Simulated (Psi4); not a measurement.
# CF (SMILES [C]F) at UM06-2X/cc-pVTZ

What is the vertical doublet–quartet gap of CF at UM06-2X/cc-pVTZ? 

The results are computed with Psi4 1.11.

2 further runs of the same task are left out: 2 that didn't finish.

## 1. The system as given

The species is CF (2 atoms), meant as a doublet with charge 0. SMILES: `[C]F`. The coordinates come from a PBE0-D4/def2-TZVP relaxation.

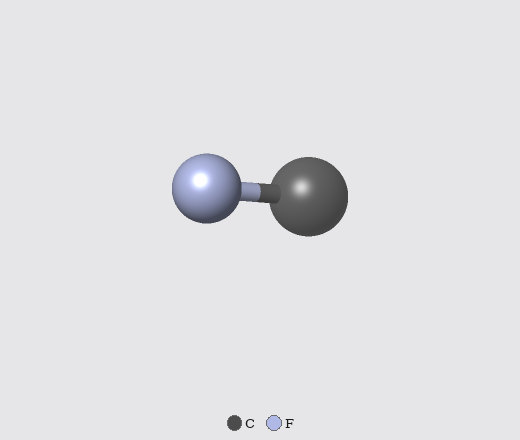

Viewed from a chosen angle; carbon dark grey, fluorine light blue.

## 2. Energy and gradient at UM06-2X/cc-pVTZ

Input file cf.py:

```python
import psi4

psi4.set_memory('2200 MB')
psi4.set_num_threads(1)
psi4.set_output_file('run.log', False)

mol = psi4.geometry("""
0 2
C      0.000000     0.000000     0.003080
F      0.000000     0.000000     1.271320
symmetry c1
no_reorient
no_com
""")

options = {'basis': 'cc-pVTZ', 'reference': 'uks', 'puream': True, 'e_convergence': 1e-09, 'd_convergence': 1e-08, 'scf_type': 'pk', 'dft_radial_points': 99, 'dft_spherical_points': 590, 'maxiter': 100}
psi4.set_options(options)

e_tot, wfn = psi4.gradient('m06-2x', molecule=mol, return_wfn=True)
print('gradient / Eh bohr^-1')
print(e_tot.np.round(6))
print(f'energy = {wfn.energy():.10f} Eh')
```

Launch:

```bash
$ python cf.py
```

run.log:

```text
[...]
  Running in c1 symmetry.
[...]
  Nuclear repulsion =   22.531673323803066
[...]
  Multiplicity = 2
[...]
  Nalpha       = 8
  Nbeta        = 7
[...]
    Number of basis functions: 60
[...]
   @UKS iter   1:  -137.77389323728977   -4.62646e-01   2.52390e-03 ADIIS/DIIS
[...]
   @UKS iter  11:  -137.78505185588341   -8.98126e-12   5.21569e-09 DIIS
[...]
   @S^2 Observed:                7.527184189E-01
[...]
    Orbital Energies [Eh]
    ---------------------
    Alpha Occupied:
       1A    -25.347076     2A    -10.685833     3A     -1.477059
       4A     -0.799044     5A     -0.662834     6A     -0.636700
       7A     -0.490668     8A     -0.274145
    Alpha Virtual:
       9A     -0.053531    10A      0.175059    11A      0.335588
      12A      0.342330    13A      0.361974    14A      0.451547
      15A      0.677970    16A      0.681661    17A      0.683119
      18A      0.779841    19A      0.785656    20A      0.879875
      21A      0.883930    22A      1.143805    23A      1.514731
      24A      1.916216    25A      1.916248    26A      1.924547
[...]
  @UKS Final Energy:  -137.78505185588341
   => Energetics <=
    Nuclear Repulsion Energy =             22.5316733238030658
    One-Electron Energy =                -234.0770589925310787
    Two-Electron Energy =                  81.2846939285815182
    DFT Exchange-Correlation Energy =      -7.5243601157369078
    Empirical Dispersion Energy =           0.0000000000000000
    VV10 Nonlocal Energy =                  0.0000000000000000
    Total Energy =                       -137.7850518558834096
[...]
 Multipole Moments:
 ------------------------------------------------------------------------------------
     Multipole            Electronic (a.u.)      Nuclear  (a.u.)        Total (a.u.)
 ------------------------------------------------------------------------------------
 L = 1.  Multiply by 2.5417464519 to convert [e a0] to [Debye]
 Dipole X            :          0.0000000            0.0000000            0.0000000
 Dipole Y            :          0.0000000            0.0000000            0.0000000
 Dipole Z            :        -21.3945868           21.6569417            0.2623549
 Magnitude           :                                                    0.2623549
[...]
  -Total Gradient:
     Atom            X                  Y                   Z
    ------   -----------------  -----------------  -----------------
       1       -0.000000000000     0.000000000000    -0.000099225943
       2       -0.000000000000     0.000000000000     0.000122097663
[...]
```

On the terminal:

```text
gradient / Eh bohr^-1
[[-0.00e+00  0.00e+00 -9.90e-05]
 [-0.00e+00  0.00e+00  1.22e-04]]
energy = -137.7850518559 Eh
```

Wall time 27 s (1 thread of Intel Xeon at 2.50GHz (Skylake/Cascade Lake), shared host); peak memory 0.72 GiB.

## 3. The quartet, same level

Input file calc.inp:

```
memory 2.2 GB

molecule {
  0 4
  C
  F 1 R2

  R2 = 1.26824
  symmetry c1
}

set reference uks
set puream true
set e_convergence 1e-09
set d_convergence 1e-08
set scf_type pk
set dft_radial_points 99
set dft_spherical_points 590
set maxiter 100

e, wfn = gradient('m06-2x/cc-pVTZ', return_wfn=True)
oeprop(wfn, 'LOWDIN_CHARGES', 'QUADRUPOLE', 'MAYER_INDICES', title='M06-2X')
```

Launch:

```bash
$ psi4 -n 1 calc.inp calc.out
```

calc.out, shortened:

```text
[...]
  Running in c1 symmetry.
[...]
  Nuclear repulsion =   22.531673323803066
[...]
  Multiplicity = 4
[...]
  Nalpha       = 9
  Nbeta        = 6
[...]
    Number of basis functions: 60
[...]
   @UKS iter   1:  -137.64192079981643   -3.30674e-01   2.50909e-03 DIIS/ADIIS
[...]
   @UKS iter  12:  -137.65342463939328   -4.26326e-13   2.86716e-09 DIIS
[...]
   @S^2 Observed:                3.755064548E+00
[...]
  @UKS Final Energy:  -137.65342463939328
   => Energetics <=
    Nuclear Repulsion Energy =             22.5316733238030658
    One-Electron Energy =                -234.2084703486696071
    Two-Electron Energy =                  81.5662335209009797
    DFT Exchange-Correlation Energy =      -7.5428611354276933
    Empirical Dispersion Energy =           0.0000000000000000
    VV10 Nonlocal Energy =                  0.0000000000000000
    Total Energy =                       -137.6534246393932790
[...]
  -Total Gradient:
     Atom            X                  Y                   Z
    ------   -----------------  -----------------  -----------------
       1       -0.000000000000    -0.000000000000     0.053223303999
       2       -0.000000000000    -0.000000000000    -0.053198544672
[...]
 Multipole Moments:
 ------------------------------------------------------------------------------------
     Multipole            Electronic (a.u.)      Nuclear  (a.u.)        Total (a.u.)
 ------------------------------------------------------------------------------------
 L = 1.  Multiply by 2.5417464519 to convert [e a0] to [Debye]
 Dipole X            :          0.0000000            0.0000000            0.0000000
 Dipole Y            :         -0.0000000            0.0000000           -0.0000000
 Dipole Z            :          0.2651540           -0.4631463           -0.1979922
 Magnitude           :                                                    0.1979922
 L = 2.  Multiply by 1.3450342976 to convert [e a0^2] to [Debye ang]
 Quadrupole XX       :         -8.0064311            0.0000000           -8.0064311
 Quadrupole XY       :         -0.0000000            0.0000000           -0.0000000
[...]
```

Wall time 27 s (1 thread of Intel Xeon at 2.50GHz (Skylake/Cascade Lake), shared host); peak memory 0.72 GiB.

## 4. Results

At UM06-2X/cc-pVTZ:

| quantity | value |
| --- | --- |
| doublet: total energy | -137.78505 Eh |
| doublet: dipole moment | 0.67 D |
| doublet: HOMO energy (highest over α and β) | -7.46 eV |
| doublet: LUMO energy (lowest over α and β) | -1.46 eV |
| doublet: ⟨S²⟩ | 0.753 |
| doublet: largest force on an atom | 0.006 eV/Å |
| quartet: total energy | -137.65342 Eh |
| quartet: dipole moment | 0.50 D |
| quartet: HOMO energy (highest over α and β) | -8.13 eV |
| quartet: ⟨S²⟩ | 3.755 |
| quartet: largest force on an atom | 2.737 eV/Å |
| vertical energy of the quartet above the doublet | 3.582 eV |

In words: At this shape the quartet lies 3.58 eV (346 kJ/mol) above the doublet.
